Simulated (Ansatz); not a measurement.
# CH₄BInOSi: how energies converge with the basis set

How large a basis does CH₄BInOSi need? Two functionals are run in growing sets.

The runs use Ansatz 0.2.0, Gaussian basis; one geometry, several basis sets.

Plan: PBE0-D4/def2-SVP; ωB97M-V/def2-SVP; PBE0-D4/def2-QZVPP; ωB97M-V/def2-QZVPP; the functionals' def2-TZVPP values are taken from earlier runs.

## 1. Structure used throughout

The geometry comes from an earlier relaxation with PBE0-D4 in a triple-zeta def2 set; it is a stationary point, not always the lowest conformer. In takes the def2 core potential; no spin-orbit term is included.

9 atoms, charge 0, spin multiplicity 1.

Atoms are counted from 1 here; the program's logs count them from 0.

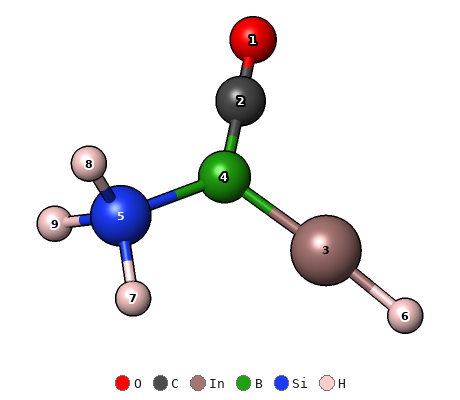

The geometry (oxygen red, carbon dark grey, indium brown, boron green, silicon blue, hydrogen pink); atoms are numbered from 1 in the order of the file.

## 2. PBE0-D4 in def2-SVP

The input, in.yaml:

```yaml
crystal:
  periodic: [false, false, false]
  atoms:
    - {symbol: O, position_ang: [1.304114, -2.779400, -0.214778]}
    - {symbol: C, position_ang: [0.899716, -1.702607, -0.107473]}
    - {symbol: In, position_ang: [1.832483, 0.985846, 0.616020]}
    - {symbol: B, position_ang: [0.388057, -0.371395, 0.022334]}
    - {symbol: Si, position_ang: [-1.454507, 0.262256, -0.292780]}
    - {symbol: H, position_ang: [2.934754, 2.182641, 1.099118]}
    - {symbol: H, position_ang: [-1.517088, 1.734065, -0.035931]}
    - {symbol: H, position_ang: [-1.924075, 0.056252, -1.692857]}
    - {symbol: H, position_ang: [-2.463462, -0.367647, 0.606347]}
basis:
  gaussian: {orbitals: def2-SVP}
hamiltonian: {xc: pbe0, dispersion: d4}
output: {orbitals: {seedname: orbitals}}
```

Launch:

```
$ ansatz run in.yaml --threads 4 --pin off --events-out ev --progress --plain --max-ram 10444MiB
```

Output:

```text
Functional definition: PBE0
  name "PBE0"
  cite "Adamo & Barone, J. Chem. Phys. 110, 6158 (1999) doi:10.1063/1.478522"
  cite "Perdew, Burke & Ernzerhof, Phys. Rev. Lett. 77, 3865 (1996) doi:10.1103/PhysRevLett.77.3865"
  parent pbe
  parameter a = 0.25
  parameter kappa = 0.804
  parameter beta = 0.06672455060314922
  exchange = (1 - a)*pbe_x(kappa = kappa, mu = beta*pi^2/3) + a*exact_x
  correlation = pbe_c(beta = beta)
1125 factors; integrals over basis functions are off by at most 1.2e-3 eV
mean field evaluation 1: about -16856.1591 eV, gradient 4.4e1 eV
mean field evaluation 2: about -16833.3648 eV, gradient 8.5e1 eV
mean field evaluation 4: about -16862.2314 eV, gradient 6.5e0 eV
mean field evaluation 8: about -16862.4812 eV, gradient 1.2e0 eV
mean field evaluation 16: about -16862.4842 eV, gradient 2.2e-4 eV
mean field -16862.48415845 eV, -619.6848630207 hartree, gradient 3.0e-5 eV, S^2 0.000000; 0 other end points of the search recorded, 0 dependent functions left out
reference -16862.48419229 eV, -619.6848642645 hartree; 29, 29 occupied and 77, 77 virtual orbitals, 1125 factors
Total energy: -16862.68593925 eV, -619.6922783283 hartree
```

It took 0.55 s on 4 threads of AMD EPYC 9R45, shared host.

## 3. ωB97M-V in def2-SVP

Edit in.yaml of step 2 so:

```diff
@@ -14,3 +14,3 @@
   gaussian: {orbitals: def2-SVP}
-hamiltonian: {xc: pbe0, dispersion: d4}
+hamiltonian: {xc: {name: wB97M-V}}
 output: {orbitals: {seedname: orbitals}}
```

The command is unchanged.

Output (excerpt; [...] marks lines left out):

```text
Functional definition: wB97M-V
  name "wB97M-V"
  cite "Mardirossian & Head-Gordon, J. Chem. Phys. 144, 214110 (2016) doi:10.1063/1.4952647"
  cite "Becke, J. Chem. Phys. 107, 8554 (1997) doi:10.1063/1.475007"
  cite "Vydrov & Van Voorhis, J. Chem. Phys. 133, 244103 (2010) doi:10.1063/1.3521275"
  # Of w^i u^j: cxij and so on, Table III.
[...]
  gx(w, u) = 1 - cx + cx01*u + cx10*w
  gss(w, u) = css00 + css04*u^4 + css10*w + css20*w^2 + css43*w^4*u^3
  gos(w, u) = cos00 + cos10*w + (cos20 + cos21*u)*w^2 + (cos60 + cos61*u)*w^6
[...]
      + integral(e_c_pw_mod_opposite_spin*gos(b97_w_opposite, b97_u_opposite)) + vv10(b, c)
1125 factors; integrals over basis functions are off by at most 1.2e-3 eV
334 factors; integrals over basis functions are off by at most 6.6e-6 eV
[...]
mean field -16866.50928516 eV, -619.8327836990 hartree, gradient 2.9e-5 eV, S^2 0.000000; 0 other end points of the search recorded, 0 dependent functions left out
reference -16866.50933979 eV, -619.8327857067 hartree; 29, 29 occupied and 77, 77 virtual orbitals, 1125 factors
Total energy: -16866.50933979 eV, -619.8327857067 hartree
```

It took 1.8 s on 4 threads of AMD EPYC 9R45, shared host; peak memory 0.37 GiB.

## 4. PBE0-D4 in def2-QZVPP

Edit in.yaml of step 3 so:

```diff
@@ -13,4 +13,4 @@
 basis:
-  gaussian: {orbitals: def2-SVP}
-hamiltonian: {xc: {name: wB97M-V}}
+  gaussian: {orbitals: "def2-QZVPP.json"}
+hamiltonian: {xc: pbe0, dispersion: d4}
 output: {orbitals: {seedname: orbitals}}
```

Launched as before.

Output:

```text
Functional definition: PBE0
  name "PBE0"
  cite "Adamo & Barone, J. Chem. Phys. 110, 6158 (1999) doi:10.1063/1.478522"
  cite "Perdew, Burke & Ernzerhof, Phys. Rev. Lett. 77, 3865 (1996) doi:10.1103/PhysRevLett.77.3865"
  parent pbe
  parameter a = 0.25
  parameter kappa = 0.804
  parameter beta = 0.06672455060314922
  exchange = (1 - a)*pbe_x(kappa = kappa, mu = beta*pi^2/3) + a*exact_x
  correlation = pbe_c(beta = beta)
1667 factors; their error is unknown
mean field evaluation 1: about -16861.5851 eV, gradient 5.6e1 eV
mean field evaluation 2: about -16821.7293 eV, gradient 1.2e2 eV
mean field evaluation 4: about -16870.1565 eV, gradient 6.9e0 eV
mean field evaluation 8: about -16870.2506 eV, gradient 2.8e-1 eV
mean field evaluation 16: about -16870.3074 eV, gradient 6.0e-5 eV
mean field -16870.30740093 eV, -619.9723618793 hartree, gradient 2.1e-5 eV, S^2 0.000000; 0 other end points of the search recorded, 0 dependent functions left out
reference -16870.30744903 eV, -619.9723636467 hartree; 29, 29 occupied and 414, 414 virtual orbitals, 1667 factors
Total energy: -16870.50919598 eV, -619.9797777106 hartree
```

It took 2.9 s on 4 threads of AMD EPYC 9R45, shared host; peak memory 1.6 GiB.

## 5. ωB97M-V in def2-QZVPP

Edit in.yaml of step 4 so:

```diff
@@ -14,3 +14,3 @@
   gaussian: {orbitals: "def2-QZVPP.json"}
-hamiltonian: {xc: pbe0, dispersion: d4}
+hamiltonian: {xc: {name: wB97M-V}}
 output: {orbitals: {seedname: orbitals}}
```

Launched as before.

Output (excerpt; [...] marks lines left out):

```text
Functional definition: wB97M-V
  name "wB97M-V"
  cite "Mardirossian & Head-Gordon, J. Chem. Phys. 144, 214110 (2016) doi:10.1063/1.4952647"
  cite "Becke, J. Chem. Phys. 107, 8554 (1997) doi:10.1063/1.475007"
  cite "Vydrov & Van Voorhis, J. Chem. Phys. 133, 244103 (2010) doi:10.1063/1.3521275"
  # Of w^i u^j: cxij and so on, Table III.
[...]
  gx(w, u) = 1 - cx + cx01*u + cx10*w
  gss(w, u) = css00 + css04*u^4 + css10*w + css20*w^2 + css43*w^4*u^3
  gos(w, u) = cos00 + cos10*w + (cos20 + cos21*u)*w^2 + (cos60 + cos61*u)*w^6
[...]
      + integral(e_c_pw_mod_opposite_spin*gos(b97_w_opposite, b97_u_opposite)) + vv10(b, c)
1607 factors; their error is unknown
407 factors; integrals over basis functions are off by at most 1.2e-5 eV
[...]
mean field -16874.48446672 eV, -620.1258662157 hartree, gradient 5.4e-5 eV, S^2 0.000000; 0 other end points of the search recorded, 0 dependent functions left out
reference -16874.48454380 eV, -620.1258690482 hartree; 29, 29 occupied and 414, 414 virtual orbitals, 1607 factors
Total energy: -16874.48454380 eV, -620.1258690482 hartree
```

It took 6.5 s on 4 threads of AMD EPYC 9R45, shared host; peak memory 2 GiB.

## 6. Functionals by basis

The def2-TZVPP values come from earlier runs at the same geometry.

```
functional       basis  functions  energy (eV)  from the largest (eV)  HOMO (eV)  LUMO (eV)
   PBE0-D4    def2-SVP        106  -16862.6859                  7.823      -5.58      -2.24
   PBE0-D4  def2-TZVPP        241  -16869.9996                  0.510      -5.63      -2.27
   PBE0-D4  def2-QZVPP        443  -16870.5092                  0.000      -5.65      -2.27
   ωB97M-V    def2-SVP        106  -16866.5093                  7.975      -7.41      -0.64
   ωB97M-V  def2-TZVPP        241  -16874.0119                  0.473      -7.51      -0.74
   ωB97M-V  def2-QZVPP        443  -16874.4845                  0.000      -7.52      -0.76
```

## 7. Outcome

```
                                       quantity          value
PBE0-D4: double and triple zeta above quadruple  7.82, 0.51 eV
ωB97M-V: double and triple zeta above quadruple  7.98, 0.47 eV
```

For PBE0-D4 the step from double to triple zeta gains 7.31 eV and the next only 0.51 eV. Total energies overstate the basis error of differences, where much of it tends to cancel.

For PBE0-D4 the largest set took about 5 times as long as the smallest (2.9 s against 0.55 s).
